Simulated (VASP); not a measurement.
# NiI2 with PBEsol + U: from relaxation to properties, part 3 of 10

What structure and properties does PBEsol + U give NiI2, and how near are they to the measured ones? The start is a cell from a database of measured crystal structures.

VASP 6.6.1, plane waves and PAW; the level of theory is named at each step.

So far, gap on the k-mesh (eV): step 2 (magnetic order: ferromagnetic) 0.723; step 3 (magnetic order: antiferromagnetic, q = (0, 0, 1/2)) 0.925.

The database entry behind the starting cell differs from later determinations by our own check (an axis about 0.9 % short against later determinations), so it need not match the best structure at ambient conditions.

**4. Magnetic order: antiferromagnetic, q = (1/2, 1/2, 1/2)**

Level of this step: PBEsol, DFT+U (Ni d 4 eV), spin-polarised from an antiferromagnetic start; plane waves and PAW (Ni, I) (VASP).

Next, a pattern with opposite moments, which needs a doubled cell; q is given in the reciprocal vectors of the primitive cell.

File INCAR:

```
SYSTEM = NiI2
PREC = Accurate
ENCUT = 400
EDIFF = 1E-06
NELM = 100
ISMEAR = 0
SIGMA = 0.05
LREAL = .FALSE.
ALGO = Normal
GGA = PS
NBANDS = 33
ISPIN = 2
MAGMOM = 1 -1 0 0 0 0
LDAU = .TRUE.
LDAUTYPE = 2
LDAUL = 2 -1
LDAUU = 4 0
LDAUJ = 0 0
LDAUPRINT = 1
LASPH = .TRUE.
LMAXMIX = 4
LORBIT = 11
LWAVE = .FALSE.
LCHARG = .FALSE.
KPAR = 8
ISIF = 2
```

File POSCAR:

```
NiI2
1.0
   -3.8920000000      0.0000000000      0.0000000000
    0.0000000000      6.7411417430      0.0000000000
    0.0000000000      2.2470472477     -6.5446666667
Ni I
2 4
Direct
    0.0000000000      0.0000000000      0.0000000000
    0.5000000000      0.5000000000      0.0000000000
    0.0000000000      0.2500000000      0.2500000000
    0.5000000000      0.7500000000      0.2500000000
    0.5000000000      0.2500000000      0.7500000000
    0.0000000000      0.7500000000      0.7500000000
```

File KPOINTS:

```
Automatic mesh
0
Gamma
6 4 4
0 0 0
```

PAW data sets: Ni and I (PBE family, release 64).

Run with:

```bash
> mpirun -np 8 vasp_std
```

Output:

```text
[... set-up lines as in an earlier step ...]
 entering main loop
       N       E                     dE             d eps       ncg     rms          rms(c)
DAV:   1     0.303733121058E+03    0.30373E+03   -0.16376E+04  5280   0.108E+03
DAV:   2     0.160462677984E+02   -0.28769E+03   -0.27295E+03  5651   0.259E+02
DAV:   3    -0.138524527510E+02   -0.29899E+02   -0.28698E+02  6308   0.966E+01
DAV:   4    -0.148646758845E+02   -0.10122E+01   -0.10097E+01  6780   0.187E+01
DAV:   5    -0.148909218297E+02   -0.26246E-01   -0.26241E-01  6760   0.326E+00    0.144E+01
DAV:   6    -0.156106133779E+02   -0.71969E+00   -0.14453E+01  6236   0.775E+01    0.122E+01
DAV:   7    -0.160869091066E+02   -0.47630E+00   -0.27804E+00  6831   0.264E+01    0.571E+00
DAV:   8    -0.163414192512E+02   -0.25451E+00   -0.31785E-01  7281   0.734E+00    0.403E+00
DAV:   9    -0.163346046281E+02    0.68146E-02   -0.37614E-01  6303   0.168E+01    0.145E+00
DAV:  10    -0.163523641001E+02   -0.17759E-01   -0.11667E-01  7139   0.295E+00    0.522E-01
DAV:  11    -0.163546597145E+02   -0.22956E-02   -0.10303E-02  6385   0.180E+00    0.226E-01
DAV:  12    -0.163550630226E+02   -0.40331E-03   -0.15725E-03  6647   0.359E-01    0.166E-01
DAV:  13    -0.163550977937E+02   -0.34771E-04   -0.25479E-04  7403   0.372E-01    0.694E-02
DAV:  14    -0.163551365848E+02   -0.38791E-04   -0.22186E-04  6866   0.102E-01    0.158E-02
DAV:  15    -0.163551389621E+02   -0.23773E-05   -0.92281E-06  6750   0.214E-02    0.765E-03
DAV:  16    -0.163551402568E+02   -0.12947E-05   -0.85890E-07  3846   0.225E-02    0.570E-03
DAV:  17    -0.163551405044E+02   -0.24763E-06   -0.12321E-06  3945   0.200E-02
   1 F= -.16355141E+02 E0= -.16355141E+02  d E =-.431537E-13  mag=    -0.0000
```

Run time: 50 s. Hardware: 8 MPI ranks of Intel Xeon 6975P-C (Granite Rapids), shared host; peak memory 3.3 GiB.

Parts of OUTCAR (step 4):

```text
  LATTYP: Found a simple monoclinic cell.
 ALAT       =     6.7411417430
 B/A-ratio  =     0.5773502692
 C/A-ratio  =     1.0264839238
 COS(beta)  =    -0.3247331260

 Subroutine GETGRP returns: Found  4 space group operations
 (whereof  4 operations were pure point group operations)

The static configuration has the point symmetry C_2h.

 Found     40 irreducible k-points:

   k-points           NKPTS =     40   k-points in BZ     NKDIM =     40   number of bands    NBANDS=     33

   dimension x,y,z NGX =    28 NGY =   48 NGZ =   48
   dimension x,y,z NGXF=    56 NGYF=   96 NGZF=   96

   ENCUT  =  400.0 eV  29.40 Ry    5.42 a.u.   6.35 10.99 11.28*2*pi/ulx,y,z

   NELECT =      48.0000    total number of electrons

atom =   1  type =  1  l = 2

 onsite density matrix

spin component  1

  0.9660 -0.0000 -0.0000  0.0125  0.0000
 -0.0000  0.9777  0.0000 -0.0000  0.0124
 -0.0000  0.0000  0.9585 -0.0000 -0.0004
  0.0125 -0.0000 -0.0000  0.9777  0.0000
  0.0000  0.0124 -0.0004  0.0000  0.9666

spin component  2

  0.7391  0.0000  0.0000 -0.3154 -0.0000
  0.0000  0.4861 -0.0029  0.0000 -0.3146
  0.0000 -0.0029  0.9535  0.0000 -0.0012
 -0.3154  0.0000  0.0000  0.4893 -0.0000
 -0.0000 -0.3146 -0.0012 -0.0000  0.7405

 occupancies and eigenvectors

  o =  0.2739  v =  0.0000  0.0000  0.0000  0.0000  0.0000  0.0000 -0.8291 -0.0045  0.0000 -0.5591      0.0000  0.0000  0.0000  0.0000  0.0000  0.0000  0.0000  0.0000  0.0000  0.0000
  o =  0.2749  v =  0.0000  0.0000  0.0000  0.0000  0.0000 -0.5621  0.0000  0.0000 -0.8271 -0.0000      0.0000  0.0000  0.0000  0.0000  0.0000  0.0000  0.0000  0.0000  0.0000  0.0000
  o =  0.9524  v =  0.0000  0.0000  0.0000  0.0000  0.0000  0.0000  0.4906  0.4736  0.0000 -0.7314      0.0000  0.0000  0.0000  0.0000  0.0000  0.0000  0.0000  0.0000  0.0000  0.0000
  o =  0.9534  v =  0.0000  0.0000  0.0000  0.0000  0.0000 -0.8271  0.0000 -0.0000  0.5621  0.0000      0.0000  0.0000  0.0000  0.0000  0.0000  0.0000  0.0000  0.0000  0.0000  0.0000
  o =  0.9538  v =  0.0000  0.0000  0.0000  0.0000  0.0000  0.0000 -0.2681  0.8807  0.0000  0.3904      0.0000  0.0000  0.0000  0.0000  0.0000  0.0000  0.0000  0.0000  0.0000  0.0000
  o =  0.9581  v =  0.8442 -0.0000  0.0000 -0.5360  0.0000  0.0000  0.0000  0.0000  0.0000  0.0000      0.0000  0.0000  0.0000  0.0000  0.0000  0.0000  0.0000  0.0000  0.0000  0.0000
  o =  0.9582  v = -0.0000 -0.3708  0.7223  0.0000  0.5838  0.0000  0.0000  0.0000  0.0000  0.0000      0.0000  0.0000  0.0000  0.0000  0.0000  0.0000  0.0000  0.0000  0.0000  0.0000
  o =  0.9589  v =  0.0000  0.3967  0.6915 -0.0000 -0.6037  0.0000  0.0000  0.0000  0.0000  0.0000      0.0000  0.0000  0.0000  0.0000  0.0000  0.0000  0.0000  0.0000  0.0000  0.0000
  o =  0.9856  v = -0.5360 -0.0000  0.0000 -0.8442 -0.0000  0.0000  0.0000  0.0000  0.0000  0.0000      0.0000  0.0000  0.0000  0.0000  0.0000  0.0000  0.0000  0.0000  0.0000  0.0000
  o =  0.9857  v =  0.0000 -0.8397  0.0077  0.0000 -0.5430  0.0000  0.0000  0.0000  0.0000  0.0000      0.0000  0.0000  0.0000  0.0000  0.0000  0.0000  0.0000  0.0000  0.0000  0.0000

atom =   2  type =  1  l = 2

 onsite density matrix

spin component  1

spin component  2

  0.9660 -0.0000  0.0000  0.0125  0.0000
 -0.0000  0.9777  0.0000 -0.0000  0.0124
  0.0000  0.0000  0.9585 -0.0000 -0.0004
  0.0125 -0.0000 -0.0000  0.9777  0.0000
  0.0000  0.0124 -0.0004  0.0000  0.9666

 occupancies and eigenvectors

  o =  0.2739  v =  0.0000 -0.8291 -0.0045  0.0000 -0.5591  0.0000  0.0000  0.0000  0.0000  0.0000      0.0000  0.0000  0.0000  0.0000  0.0000  0.0000  0.0000  0.0000  0.0000  0.0000
  o =  0.2749  v =  0.5621  0.0000  0.0000  0.8271  0.0000  0.0000  0.0000  0.0000  0.0000  0.0000      0.0000  0.0000  0.0000  0.0000  0.0000  0.0000  0.0000  0.0000  0.0000  0.0000
  o =  0.9524  v = -0.0000 -0.4906 -0.4736  0.0000  0.7314  0.0000  0.0000  0.0000  0.0000  0.0000      0.0000  0.0000  0.0000  0.0000  0.0000  0.0000  0.0000  0.0000  0.0000  0.0000
  o =  0.9534  v =  0.8271 -0.0000 -0.0000 -0.5621  0.0000  0.0000  0.0000  0.0000  0.0000  0.0000      0.0000  0.0000  0.0000  0.0000  0.0000  0.0000  0.0000  0.0000  0.0000  0.0000
  o =  0.9538  v =  0.0000 -0.2681  0.8807 -0.0000  0.3904  0.0000  0.0000  0.0000  0.0000  0.0000      0.0000  0.0000  0.0000  0.0000  0.0000  0.0000  0.0000  0.0000  0.0000  0.0000
  o =  0.9581  v =  0.0000  0.0000  0.0000  0.0000  0.0000  0.8442 -0.0000  0.0000 -0.5360  0.0000      0.0000  0.0000  0.0000  0.0000  0.0000  0.0000  0.0000  0.0000  0.0000  0.0000
  o =  0.9582  v =  0.0000  0.0000  0.0000  0.0000  0.0000 -0.0000 -0.3708  0.7223  0.0000  0.5838      0.0000  0.0000  0.0000  0.0000  0.0000  0.0000  0.0000  0.0000  0.0000  0.0000
  o =  0.9589  v =  0.0000  0.0000  0.0000  0.0000  0.0000  0.0000  0.3967  0.6915 -0.0000 -0.6037      0.0000  0.0000  0.0000  0.0000  0.0000  0.0000  0.0000  0.0000  0.0000  0.0000
  o =  0.9856  v =  0.0000  0.0000  0.0000  0.0000  0.0000 -0.5360 -0.0000  0.0000 -0.8442 -0.0000      0.0000  0.0000  0.0000  0.0000  0.0000  0.0000  0.0000  0.0000  0.0000  0.0000
  o =  0.9857  v =  0.0000  0.0000  0.0000  0.0000  0.0000  0.0000 -0.8397  0.0077  0.0000 -0.5430      0.0000  0.0000  0.0000  0.0000  0.0000  0.0000  0.0000  0.0000  0.0000  0.0000

 E-fermi :   4.7760

 spin component 1
 k-point     1 :       0.0000    0.0000    0.0000
  band No.  band energies     occupation
    ...
     20       4.2766      1.00000
     21       4.4527      1.00000
     22       4.4554      1.00000
     23       4.4870      1.00000
     24       4.4986      1.00000
     25       6.0624      0.00000
     26       6.1141      0.00000
     27       7.0279      0.00000
     28       8.3725      0.00000
     29       9.3004      0.00000
    ...

 k-point     2 :       0.1667    0.0000    0.0000
  band No.  band energies     occupation
    ...
     20       3.4285      1.00000
     21       3.5638      1.00000
     22       4.1355      1.00000
     23       4.2005      1.00000
     24       4.3211      1.00000
     25       5.8067      0.00000
     26       5.9426      0.00000
     27       7.6606      0.00000
     28       9.1917      0.00000
     29      10.1713      0.00000
    ...

 k-point     3 :       0.3333    0.0000    0.0000
  band No.  band energies     occupation
    ...
     20       2.5811      1.00000
     21       3.0421      1.00000
     22       3.3749      1.00000
     23       3.4621      1.00000
     24       4.2084      1.00000
     25       5.5296      0.00000
     26       5.9863      0.00000
     27       8.3961      0.00000
     28       9.3267      0.00000
     29      10.1492      0.00000
    ...

 k-point     4 :       0.5000    0.0000    0.0000
  band No.  band energies     occupation
    ...
     20       2.4794      1.00000
     21       2.6963      1.00000
     22       2.7685      1.00000
     23       3.0492      1.00000
     24       4.2845      1.00000
     25       5.3348      0.00000
     26       6.1328      0.00000
     27       8.8873      0.00000
     28       9.0941      0.00000
     29      10.6298      0.00000
    ...

  Total       -1.6856323     -1.7273101     -3.8083248      0.0000000     -0.0084127      0.0000000
  in kB      -15.7282209    -16.1171066    -35.5345435      0.0000000     -0.0784964      0.0000000
  external PRESSURE =     -22.4599570 kB  Pullay stress =       0.0000000 kB

  energy-cutoff  :      400.00
  volume of cell :      171.71
      direct lattice vectors                 reciprocal lattice vectors
    -3.892000000  0.000000000  0.000000000    -0.256937307  0.000000000  0.000000000
     0.000000000  6.741141743  0.000000000     0.000000000  0.148342824  0.050932057
     0.000000000  2.247047248 -6.544666667     0.000000000  0.000000000 -0.152796170

 POSITION                                       TOTAL-FORCE (eV/Angst)
 -----------------------------------------------------------------------------------
      0.00000      0.00000      0.00000        -0.000000      0.000000     -0.000000
     -1.94600      3.37057      0.00000         0.000000      0.000000     -0.000000
      0.00000      2.24705     -1.63617        -0.000000      0.003509      0.793104
     -1.94600      5.61762     -1.63617        -0.000000      0.003509      0.793104
     -1.94600      3.37057     -4.90850        -0.000000     -0.003509     -0.793104
      0.00000      6.74114     -4.90850        -0.000000     -0.003509     -0.793104
 -----------------------------------------------------------------------------------
    total drift:                               -0.000000      0.000000     -0.000000

  FREE ENERGIE OF THE ION-ELECTRON SYSTEM (eV)
  ---------------------------------------------------
  free  energy   TOTEN  =       -16.3551405044 eV

  energy  without entropy=      -16.3551405044  energy(sigma->0) =      -16.35514050

 total charge
# of ion       s       p       d       tot
------------------------------------------
    1        0.333   0.303   8.235   8.871
    2        0.333   0.303   8.235   8.871
    3        1.514   2.738   0.024   4.275
    4        1.514   2.738   0.024   4.275
    5        1.514   2.738   0.024   4.275
    6        1.514   2.738   0.024   4.275
--------------------------------------------------
tot          6.720  11.557  16.566  34.843

 magnetization (x)
# of ion       s       p       d       tot
------------------------------------------
    1        0.006   0.003   1.438   1.447
    2       -0.006  -0.003  -1.438  -1.447
    3       -0.003  -0.058  -0.001  -0.062
    4        0.003   0.058   0.001   0.062
    5        0.003   0.058   0.001   0.062
    6       -0.003  -0.058  -0.001  -0.062
--------------------------------------------------
tot          0.000   0.000   0.000   0.000

[... 6 further parts left out ...]
```

Numbers from this step:

- SCF cycles: 17
- irreducible k-points: 40
- symmetry operations: 4
- free energy (TOTEN): -16.36 eV
- Fermi energy: 4.776 eV
- pressure: -2.246 GPa
- valence top at k: 0, 0.25, 0
- conduction bottom at k: 0.5, 0, 0
- least direct gap at k: 0.5, 0, 0
- gap on the k-mesh: 0.8006 eV
- least direct gap on the k-mesh: 1.050 eV

Spin moment in the PAW sphere by atom:

```
atom  spin moment in the PAW sphere (μB)
 Ni1                                1.45
 Ni2                               -1.45
  I3                               -0.06
  I4                                0.06
  I5                                0.06
  I6                               -0.06
```

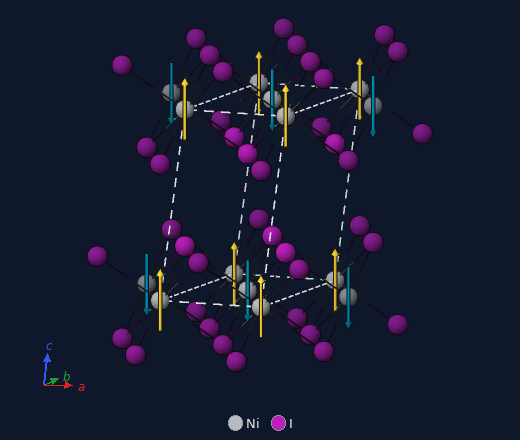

Spin moment in the PAW sphere as arrows, the longest 1.45 μB. Up and down stand for the sign. Arrows give size and sign along the axis of quantisation, drawn up and down the page. The two directions have two colours. Some periodic images of atoms are drawn too.

Force by atom:

```
atom  x (eV/Å)  y (eV/Å)  z (eV/Å)   size
 Ni1     0.000     0.000     0.000  0.000
 Ni2     0.000     0.000     0.000  0.000
  I3     0.000     0.004     0.793  0.793
  I4     0.000     0.004     0.793  0.793
  I5     0.000    -0.004    -0.793  0.793
  I6     0.000    -0.004    -0.793  0.793
```

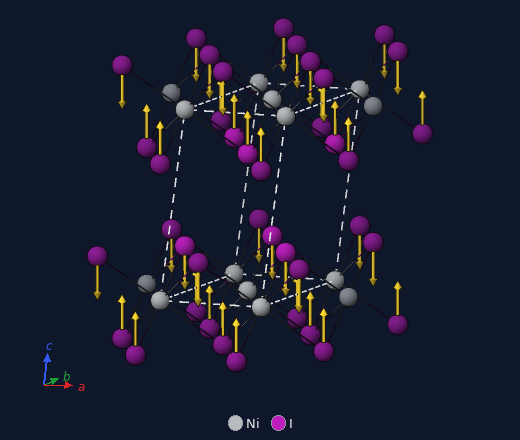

Force as arrows, the longest 0.793 eV/Å. Some periodic images of atoms are drawn too.

The energy lies +2.9 meV an atom from the first pattern. The run ends antiferromagnetic with a largest moment of 1.45 μB, and the mesh shows a gap of 0.80 eV.

(Continued in part 4 of 10.)

[Lines on the potential files, build, host, timing and source positions are cut from VASP's logs without a mark.]

[Logs are printed without paths, hosts, clocks, repeated set-up lines and the standing remarks that a program may print on its own settings, such as how far it seeks lower states.]

[Hosts, paths, dates, database ids (printed as entryN), source tags and the programs' standing remarks are cut or masked in the printed files.]

[A measured line is paired with the nearest computed mode of its activity, which favours agreement.]

[In band tables of VASP the shares of atoms and orbitals are scaled to a sum of 1 inside the atoms' spheres.]
